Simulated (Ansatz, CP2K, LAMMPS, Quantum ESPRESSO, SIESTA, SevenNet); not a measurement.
# Amorphous 79SiO2-21P2O5 (mol %) (108 atoms): one relaxed cell, several methods

Aim: relax amorphous 79SiO2-21P2O5 (mol %) (108 atoms), then compare forces, pressure and levels from several programs at that geometry.

These are calculated values.

### Step 1. Set-up

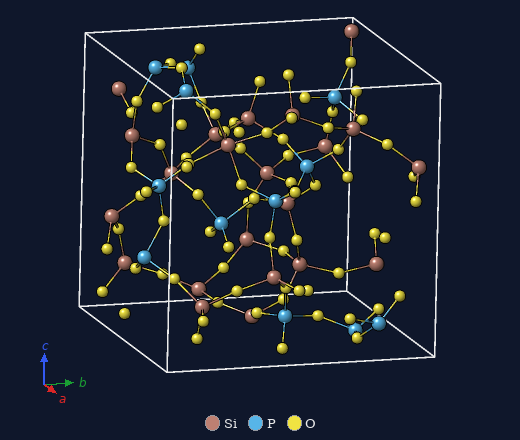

The cell (silicon pink, phosphorus blue, oxygen yellow). Bonds to atoms that aren't drawn are left out. Some periodic images of atoms are drawn too.

The cell holds 108 atoms (22 Si, 12 P and 74 O), with edges of 11.66, 11.66 and 11.66 Å. Recipe: 108 atoms (22 Si, 12 P, 74 O) placed at random at 2.27 g/cm³, melted at 5000 K for 10 ps at fixed volume with the Morse and Coulomb pair potential with partial charges (Pedone, Malavasi, Menziani, Cormack and Segre, J. Phys. Chem. B 110, 11780 (2006)). Quenched from 5000 K to 300 K at 50 K/ps and fixed volume, held 5 ps, then minimised at fixed cell. Then the atoms were relaxed with SevenNet 0 in the fixed cell. Then the atoms were relaxed with CP2K double zeta, PBE. That run stopped short of its end.

### Step 2. The relaxation

CP2K double zeta (DZVP-MOLOPT-SR, GTH-PBE potentials, 480 Ry; k-points Γ) took 60 geometry steps and stopped short of its thresholds. It started from the geometry that SevenNet 0 had relaxed.

It took 35 min on 4 MPI ranks of Intel Xeon Platinum 8375C at 2.90GHz (Ice Lake), shared host; peak memory 2.9 GiB.

|  | before | after |
| --- | --- | --- |
| energy (meV/atom) | 0 | -7.4 |
| Si-O bonds under 2.16 Å | 89 at 1.642 Å | 90 at 1.653 Å |
| O-P bonds under 2.11 Å | 48 at 1.558 Å | 48 at 1.569 Å |

Atoms moved by 0.11 Å r.m.s. and 0.53 Å at most, with the common shift taken off.

### Step 3. Structure of the relaxed cell

Density 2.27 g/cm³, 14.69 Å³ an atom.

g(r), total and by pair (bins of 0.2 Å):

| r (Å) | total | O-O | O-Si | O-P | Si-Si | Si-P | P-P |
| --- | --- | --- | --- | --- | --- | --- | --- |
| 1.40 | 0.45 | 0.00 | 0.00 | 2.94 | 0.00 | 0.00 | 0.00 |
| 1.60 | 4.72 | 0.00 | 11.29 | 10.30 | 0.00 | 0.00 | 0.00 |
| 1.80 | 0.50 | 0.00 | 1.40 | 0.71 | 0.00 | 0.00 | 0.00 |
| 2.00 | 0.03 | 0.00 | 0.10 | 0.00 | 0.00 | 0.00 | 0.00 |
| 2.20 | 0.00 | 0.00 | 0.00 | 0.00 | 0.00 | 0.00 | 0.00 |
| 2.40 | 0.40 | 0.84 | 0.00 | 0.00 | 0.00 | 0.00 | 0.00 |
| 2.60 | 2.26 | 4.83 | 0.00 | 0.00 | 0.00 | 0.00 | 0.00 |
| 2.80 | 0.67 | 1.39 | 0.00 | 0.09 | 0.00 | 0.00 | 0.00 |
| 3.00 | 0.64 | 0.49 | 0.04 | 0.16 | 3.38 | 4.16 | 3.87 |
| 3.20 | 0.77 | 0.68 | 0.38 | 0.21 | 4.10 | 2.85 | 0.87 |
| 3.40 | 0.68 | 0.50 | 0.87 | 1.16 | 0.45 | 0.22 | 0.00 |
| 3.60 | 0.83 | 0.77 | 1.19 | 0.88 | 0.00 | 0.00 | 0.00 |
| 3.80 | 1.06 | 0.70 | 1.68 | 1.67 | 0.00 | 0.17 | 0.00 |
| 4.00 | 1.35 | 0.72 | 2.30 | 2.17 | 0.32 | 0.59 | 0.00 |
| 4.20 | 1.10 | 0.68 | 1.86 | 1.42 | 0.30 | 0.80 | 0.48 |
| 4.40 | 1.01 | 1.04 | 0.79 | 1.17 | 1.08 | 1.23 | 2.23 |
| 4.60 | 0.93 | 1.10 | 0.57 | 0.88 | 0.73 | 1.79 | 0.42 |
| 4.80 | 1.13 | 1.46 | 0.61 | 0.90 | 1.35 | 1.23 | 2.23 |
| 5.00 | 1.25 | 1.59 | 0.73 | 0.82 | 1.78 | 1.52 | 1.73 |
| 5.20 | 1.08 | 1.21 | 0.84 | 0.63 | 1.64 | 2.04 | 1.31 |
| 5.40 | 0.89 | 0.89 | 0.89 | 0.68 | 1.08 | 1.31 | 0.88 |
| 5.60 | 0.91 | 0.90 | 0.79 | 1.04 | 0.99 | 1.29 | 0.84 |

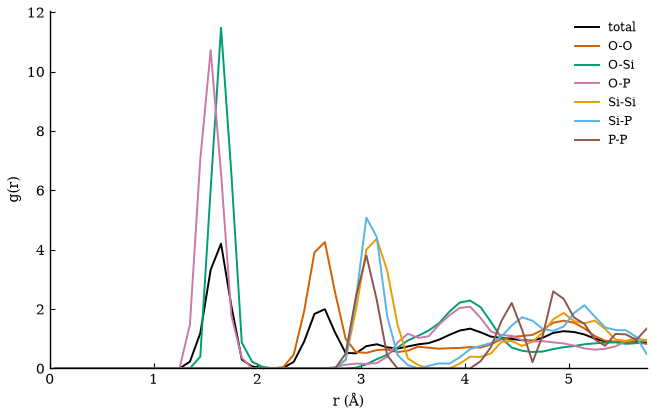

Pair distribution functions, lightly smoothed.

Bonds by pair of elements; cutoffs follow the first minimum of g(r), held within bounds set by covalent radii, and pairs that aren't listed don't count as bonded:

| pair A-B | cutoff (Å) | bonds | mean length (Å) | spread (Å) | shortest (Å) | B about A | A about B |
| --- | --- | --- | --- | --- | --- | --- | --- |
| O-Si | 2.16 | 90 | 1.65 | 0.056 | 1.53 | 1.22 | 4.09 |
| O-P | 2.11 | 48 | 1.57 | 0.068 | 1.46 | 0.649 | 4 |

How many atoms have how many bonded neighbours:

| element | mean | 1 | 2 | 4 | 5 |
| --- | --- | --- | --- | --- | --- |
| O | 1.86 | 10 | 64 | 0 | 0 |
| P | 4 | 0 | 0 | 12 | 0 |
| Si | 4.09 | 0 | 0 | 20 | 2 |

Bond angles, per cent of each kind in bins of 5°:

| angle (°) | O-Si-O | O-P-O | Si-O-Si | P-O-Si |
| --- | --- | --- | --- | --- |
| 80–85 | 0.7 | 0.0 | 0.0 | 0.0 |
| 85–90 | 3.6 | 0.0 | 0.0 | 0.0 |
| 90–95 | 2.1 | 1.4 | 0.0 | 0.0 |
| 95–100 | 5.0 | 8.3 | 0.0 | 0.0 |
| 100–105 | 15.0 | 16.7 | 0.0 | 0.0 |
| 105–110 | 32.9 | 31.9 | 0.0 | 0.0 |
| 110–115 | 25.0 | 20.8 | 0.0 | 0.0 |
| 115–120 | 8.6 | 18.1 | 0.0 | 0.0 |
| 120–125 | 3.6 | 1.4 | 0.0 | 3.5 |
| 125–130 | 1.4 | 1.4 | 3.3 | 3.5 |
| 130–135 | 0.0 | 0.0 | 3.3 | 13.8 |
| 135–140 | 0.0 | 0.0 | 23.3 | 13.8 |
| 140–145 | 0.7 | 0.0 | 16.7 | 17.2 |
| 145–150 | 0.0 | 0.0 | 3.3 | 10.3 |
| 150–155 | 0.0 | 0.0 | 13.3 | 13.8 |
| 155–160 | 0.0 | 0.0 | 10.0 | 6.9 |
| 160–165 | 0.7 | 0.0 | 3.3 | 10.3 |
| 165–170 | 0.0 | 0.0 | 16.7 | 6.9 |
| 170–175 | 0.7 | 0.0 | 6.7 | 0.0 |

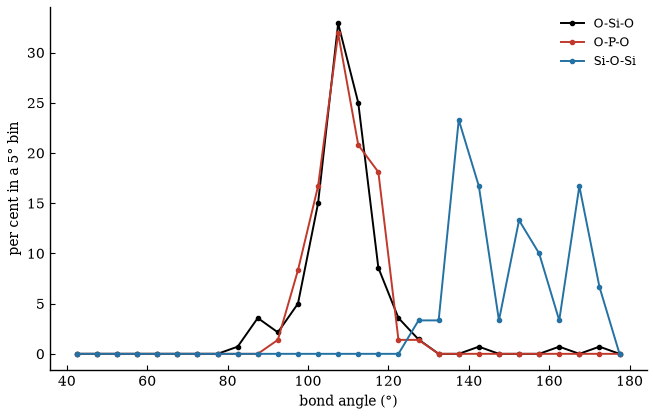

Distributions of the most common bond angles.

Bond angles (no mean is given where the spread exceeds 20°):

| angle | count | mean (°) | spread (°) |
| --- | --- | --- | --- |
| O-Si-O | 140 | 109 | 11 |
| O-P-O | 72 | 109 | 6.5 |
| Si-O-Si | 30 | 150 | 13.2 |
| P-O-Si | 29 | 145 | 12.2 |
| P-O-P | 5 | 138 | 7 |

Oxygen atoms by the number of network formers (Si, P, Ge, B, Al, As, Ga) bound to them:

| network formers bound to O | O atoms | per cent |
| --- | --- | --- |
| 0 | 0 | 0 |
| 1 | 10 | 13.5 |
| 2 | 64 | 86.5 |

Network units: each former by its oxygen neighbours and how many of them bridge to another former:

| former | O neighbours | bridging O | atoms |
| --- | --- | --- | --- |
| Si | 4 | 3 | 1 |
| Si | 4 | 4 | 19 |
| Si | 5 | 5 | 2 |
| P | 4 | 2 | 1 |
| P | 4 | 3 | 7 |
| P | 4 | 4 | 4 |

Bond length by coordination (bonds to H left out):

| element | coordination | atoms | mean bond length (Å) |
| --- | --- | --- | --- |
| O | 1 | 10 | 1.48 |
| O | 2 | 64 | 1.64 |
| Si | 4 | 20 | 1.64 |
| Si | 5 | 2 | 1.74 |

Rings of the network by King's shortest-path rule, up to 12 atoms, one path for each pair of neighbours; H, halogens, alkali and alkaline-earth atoms are left out, and the last column divides by all other atoms, bonded or not:

| ring size (atoms) | rings | per network atom |
| --- | --- | --- |
| 8 | 4 | 0.037 |
| 10 | 13 | 0.12 |
| 12 | 12 | 0.111 |

First main peaks of g(r), for some of the pairs, lie near 2.6 Å (O-O), 1.6 Å (O-Si), 1.6 Å (O-P), 3.1 Å (Si-Si), 3.1 Å (Si-P) and 3.0 Å (P-P). With the cutoffs above, 86 % of O atoms have 2, all P atoms have 4 and 91 % of Si atoms have 4 bonded neighbours. The O-Si-O angle averages 109° with a spread of 11°. 86 % of the oxygens bridge two formers (Si and P) and 14 % are non-bridging. The commonest Si unit has 4 oxygens, 4 of them shared with other formers (19 of 22 atoms). Rings of 10 atoms are the most common (45 % of those counted); sizes run from 8 to 12, where the search stops.

### Step 4. The plane-wave reference

Quantum ESPRESSO 7.5: Kohn-Sham DFT, PBE, SSSP efficiency 1.3.0 pseudopotentials, plane waves. Its input for the relaxed cell:

```
&control
  calculation = 'scf'
  pseudo_dir = './pseudo'
  outdir = './tmp'
  disk_io = 'none'
  tprnfor = .true.
  tstress = .true.
/
&system
  ibrav = 0
  nat = 108
  ntyp = 3
  ecutwfc = 60
  ecutrho = 480
  nosym = .true.
  occupations = 'smearing'
  smearing = 'fd'
  degauss = 0.003675
/
&electrons
  conv_thr = 5.4e-07
  electron_maxstep = 100
  mixing_beta = 0.4
  mixing_mode = 'plain'
  diagonalization = 'david'
/
ATOMIC_SPECIES
Si 28.085 Si.upf
P 30.974 P.upf
O 15.999 O.upf
CELL_PARAMETERS angstrom
11.66410 0.00000 0.00000
0.00000 11.66410 0.00000
0.00000 0.00000 11.66410
ATOMIC_POSITIONS crystal
Si 0.20209 0.04679 0.37599
Si 0.33608 0.70896 0.19549
Si 0.40101 0.04976 0.71848
[... 103 atom lines left out ...]
O 0.30746 0.38152 0.32587
O 0.14948 0.94390 0.45628
K_POINTS gamma
```

Wall time 4.7 min (4 MPI ranks of Intel Xeon Platinum 8375C at 2.90GHz (Ice Lake), shared host); peak memory 5.6 GiB.

### Step 5. All levels at this geometry

CPU times are from a shared host and are rough.

| level | basis or training data | k-points | own r.m.s. force (meV/Å) | difference from the reference (meV/Å) | pressure (GPa) | Kohn-Sham gap (eV) | CPU time | memory (GiB) |
| --- | --- | --- | --- | --- | --- | --- | --- | --- |
| QE, PBE | plane waves, SSSP efficiency, 60/480 Ry | Γ | 181 | - | -2.55 | 3.24 | 19 min | 5.6 |
| CP2K triple zeta, PBE | TZV2P-UZH, GTH-PBE potentials, 600 Ry | Γ | 198 | 121 | -4.02 | 3.19 | 18 min | 7.3 |
| SIESTA DZP, PBE | DZP orbitals, shift 0.01 Ry, mesh 400 Ry | Γ | 216 | 249 | -0.28 | 3.12 | 5.1 min | 2.2 |
| SevenNet 0 | trained on PBE(+U) plane-wave data | - | 194 | 111 | -3.17 | - | 8.1 s | 0.99 |

The gap is the spacing of the highest filled and lowest empty Kohn-Sham level on the mesh; a dash marks partly filled levels, a spacing under 0.15 eV or a method without such levels.

### Step 6. Findings

Relaxation in the fixed cell lowers the energy by 7 meV/atom at its own level and moves atoms by up to 0.53 Å. By the cutoffs of the final cell 1 bond formed and 0 were lost, leaving 138. The reference finds an r.m.s. force of 181 meV/Å there and a pressure of -2.55 GPa, at a geometry that CP2K double zeta made.

Forces differ from the reference's by 111 meV/Å (SevenNet 0), 121 meV/Å (CP2K triple zeta, PBE) and 249 meV/Å (SIESTA DZP, PBE). Pressures lie -0.6 GPa (SevenNet 0), -1.5 GPa (CP2K triple zeta, PBE) and +2.3 GPa (SIESTA DZP, PBE) from the reference's. The highest filled and lowest empty levels lie 3.24 eV apart in the reference, against 3.19 eV in CP2K triple zeta, PBE and 3.12 eV in SIESTA DZP, PBE. With the cutoffs above, 86 % of O atoms have 2, all P atoms have 4 and 91 % of Si atoms have 4 bonded neighbours. 86 % of the oxygens bridge two formers (Si and P) and 14 % are non-bridging.

**Limits.** The relaxation stopped short, so the geometry isn't a minimum. The density was set by the recipe and held. One sample of a disordered cell; defect or tail levels can set the gap. Gaps are read on the mesh, which holds the band edges only if they fold onto it, and semilocal functionals tend to put them under measured ones. The quench rate of 50 K/ps is many orders above laboratory rates, so the cell is likely richer in defects and strain than a real sample. The reference samples only Γ, in a cell whose shortest periodic width is 12 Å. The plane-wave runs aren't exact: their cutoffs and mesh weren't converged further here. SIESTA's automatically made basis is far from complete, and its potentials were converted by us (checked for H, C, O, Si, Ge and Ca alone). Where levels are smeared, the DFT runs use Fermi–Dirac occupations at 580 K (0.05 eV), and energies are free energies.

[Logs are printed without paths, hosts, clocks, repeated set-up lines and the standing remarks that a program may print on its own settings, such as how far it seeks lower states.]

[Hosts, paths, dates, database ids (printed as entryN), source tags and the programs' standing remarks are cut or masked in the printed files.]
